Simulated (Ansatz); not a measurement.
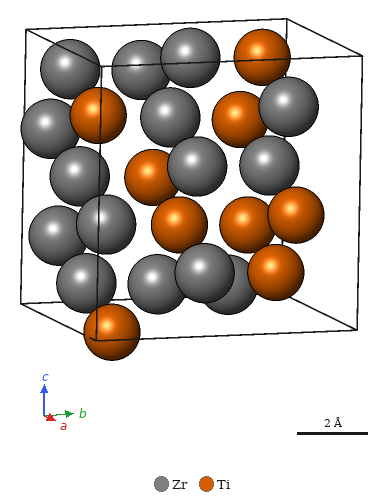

Starting frame of a dynamics run of an amorphous cell of composition Zr5Ti3 (24 atoms in the cell). Style: spheres-only. Shown: the simulation cell, slightly off an axis.

Method: DFT PBE, scalar-relativistic, plane waves, PAW (Ansatz).

Input
```yaml
crystal:
  lattice:
    - [8.08835, -0.071744, 0.286035]
    - [-0.071744, 7.893933, -0.006835]
    - [0.286035, -0.006835, 8.119792]
  atoms:
    - { symbol: Zr, position: [0.7591931198, 0.0994499462, 0.3878283284] }
    - { symbol: Zr, position: [0.0529195763, 0.4305531788, 0.8427693661] }
    - { symbol: Zr, position: [0.8459684858, 0.7659008603, 0.8028236146] }
    - { symbol: Zr, position: [0.2595637635, 0.0967736881, 0.8864652728] }
    - { symbol: Zr, position: [0.1343357419, 0.1008690145, 0.2624934509] }
    - { symbol: Zr, position: [0.5967555495, 0.7691578149, 0.5550786033] }
    - { symbol: Zr, position: [0.5098928914, 0.101008355, 0.1397763024] }
    - { symbol: Zr, position: [0.9245409949, 0.4326869571, 0.2198292483] }
    - { symbol: Zr, position: [0.0111985875, 0.0988549256, 0.6356282012] }
    - { symbol: Zr, position: [0.0937834473, 0.7668095148, 0.0523405261] }
    - { symbol: Zr, position: [0.6773002077, 0.4342559956, 0.9712330104] }
    - { symbol: Zr, position: [0.3021113894, 0.4354658852, 0.0952541717] }
    - { symbol: Zr, position: [0.4294831502, 0.4344334106, 0.720698559] }
    - { symbol: Zr, position: [0.8028817159, 0.4317234527, 0.5923866529] }
    - { symbol: Zr, position: [0.3863130403, 0.1038056752, 0.5127620847] }
    - { symbol: Ti, position: [0.4695701189, 0.7708187718, 0.9319550415] }
    - { symbol: Ti, position: [0.2226608048, 0.7637367633, 0.6721816385] }
    - { symbol: Ti, position: [0.9762670298, 0.7635120846, 0.4256562471] }
    - { symbol: Ti, position: [0.8794896688, 0.0946034554, 0.0115702803] }
    - { symbol: Ti, position: [0.1819518605, 0.4442246205, 0.467933716] }
    - { symbol: Ti, position: [0.3459184244, 0.7644597748, 0.3045491606] }
    - { symbol: Ti, position: [0.7153738564, 0.7670799721, 0.1811726508] }
    - { symbol: Ti, position: [0.5475475703, 0.4427837731, 0.3444115419] }
    - { symbol: Ti, position: [0.636851834, 0.0967946682, 0.7687529675] }
  symmetry: { detect: false }
basis:
  ecutwfc: 320
  xc_grid: 1
kpoints:
  mp_grid: { grid: [1, 1, 1], shift: [0.25, 0.25, 0.25] }
hamiltonian:
  xc: pbe
scf:
  occupations: { method: fermi_dirac, width: 0.2568 }
  lower_state_search: "off"
  convergence: { dr2_threshold: 1.0e-05 }
output:
  forces: true
  stress: true
md:
  timestep: 3.0
  n_steps: 24
  ensemble: nvt_langevin
  friction: 0.03
  temperature: 2980.0
  initial_velocities: maxwell_boltzmann
  seed: 49600
```

Run as
```bash
ansatz run input.yaml --threads 2 --pin off --max-ram 5120MiB --backend cpu --events-out ev --progress --plain --runs-dir out
```

What does the trajectory do?

Answer. The mean temperature in the second half is 2726 K (standard deviation 166 K). The potential energy in the second half lies on average 185 meV per atom above the first frame. The mean pressure there is 3.5 GPa. In the second half of the run the atoms are, in the root-mean-square, this far from where they began (common drift taken out): Ti 0.40 Å, Zr 0.32 Å. The run lasts only 72 fs, too short to tell vibration from diffusion.

Along the run (each row but the first and the last is the mean over the interval that it begins):

| time (fs) | potential energy (meV/atom) | T (K) | p (GPa) |
| --- | --- | --- | --- |
| 0.0 | 0.0 | 2856 | 1.1 |
| 12.0 | 52.6 | 2812 | 1.9 |
| 24.0 | 133.6 | 2760 | 3.0 |
| 36.0 | 193.0 | 2891 | 3.8 |
| 48.0 | 192.8 | 2703 | 3.6 |
| 60.0 | 175.0 | 2621 | 3.2 |
| 72.0 | 165.4 | 2572 | 3.0 |

The paths of the atoms:

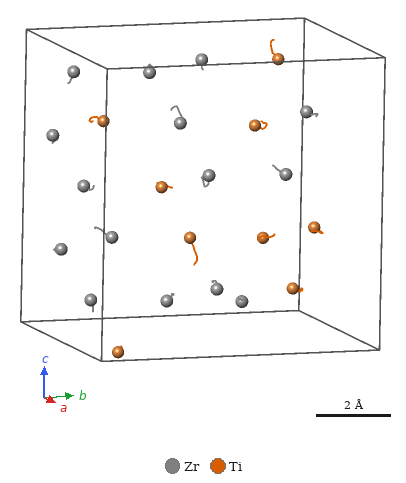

Limits of the set-up: the k-point mesh is coarse for a cell with partly filled bands; the cutoff lies below the recommended one; the periodic images lie only 7.9 Å apart, so the values are limited by the cell's size.

The run took 2.4 min on 2 threads of Arm Neoverse V1 (shared host), peak memory 0.67 GiB.
